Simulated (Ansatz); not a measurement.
**H₃NSi₂ (SMILES N[Si]#[SiH]): density, localisation and related maps**

Input

```
crystal:
  periodic: [false, false, false]
  atoms:
    - { symbol: "N", position_ang: [-1.04988, 0.27567, -0.90539] }
    - { symbol: Si, position_ang: [0.53737, -0.45881, -1.06422] }
    - { symbol: Si, position_ang: [1.48725, -0.4802, 0.89858] }
    - { symbol: H, position_ang: [-1.77345, -0.14072, -0.33906] }
    - { symbol: H, position_ang: [-1.15761, 1.27824, -0.91981] }
    - { symbol: H, position_ang: [1.95632, -0.47418, 2.3299] }
basis:
  gaussian: { orbitals: def2-SVP }
hamiltonian:
  xc: r2scan
  dispersion: d4
relax:
  f_tol: 0.015
  max_steps: 40
output:
  orbitals: {}
```

Run with:

```sh
ansatz run input.yaml --threads 1 --pin off --max-ram 2048MiB --backend cpu --events-out ev --progress --plain --runs-dir out
```

The fields are those of the relaxed geometry.

Computed with Ansatz 0.2.0, RKS r2SCAN-D4/def2-SVP.

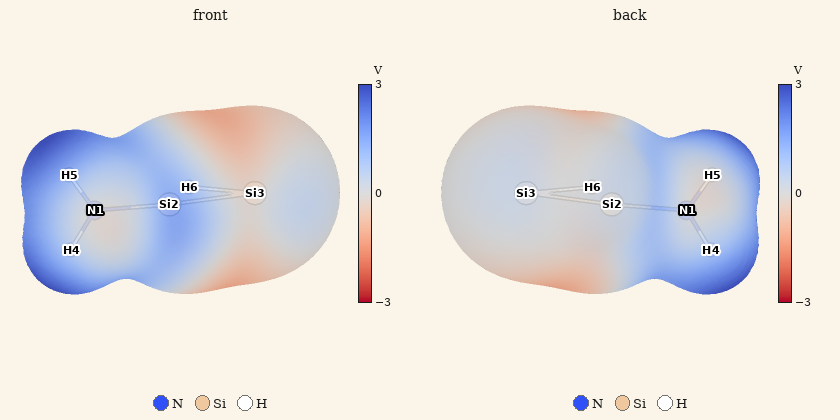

Figure 1. The molecular electrostatic potential painted on the density surface at 0.004 e/bohr³, seen from the front and from behind; the colour scale runs from red (negative) to blue (positive).

Question: Where is the surface potential most negative and most positive?

Answer: The most negative region (about −1.2 V) lies over Si2 and Si3, the most positive (about +2.9 V) over H4 and H5.

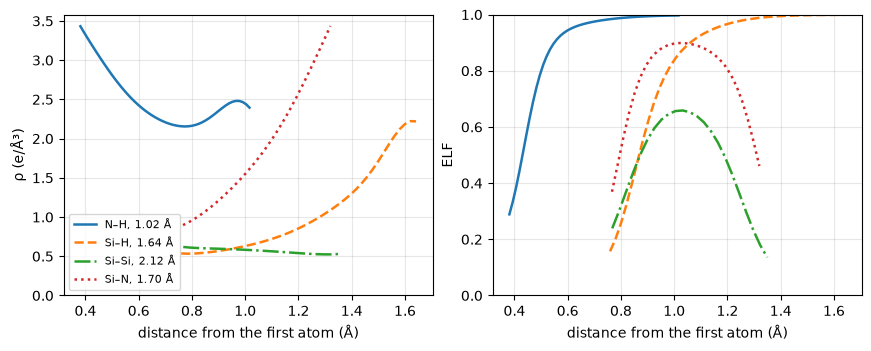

Figure 2. Total electron density and electron localisation function along straight lines between neighbouring atoms. The curves leave out the atomic cores.

Question: Compare the contacts.

Answer: N–H (1.02 Å): the density is about 2.8 e/Å³ at the midpoint; the ELF climbs to about 1 towards the hydrogen, as it does in any bond to H (an ordinary covalent bond to hydrogen).
Si–H (1.64 Å): ρ at the midpoint is about 0.54 e/Å³; the ELF climbs to about 1 towards the hydrogen.
Si–Si (2.12 Å): ρ is about 0.57 e/Å³ halfway; the ELF peaks at about 0.65 between the atoms.
Si–N (1.70 Å): ρ is about 1.1 e/Å³ halfway; the ELF peaks at about 0.90 between the atoms: a polar covalent bond.

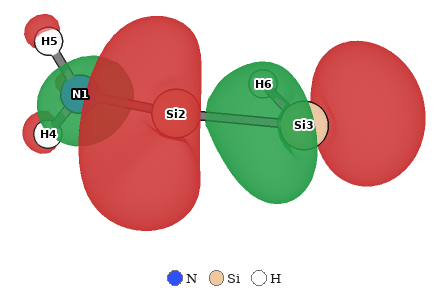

Figure 3. One frontier orbital at ±0.1 Å⁻³ᐟ² (green and red are the two phases), seen at a tilt.

Question: Which orbital is it: HOMO or LUMO?

Answer: The LUMO, at −1.82 eV. By Hirshfeld shares it lies mainly on Si2 (about 45 %), Si3 (about 35 %) and N1 (about 15 %).
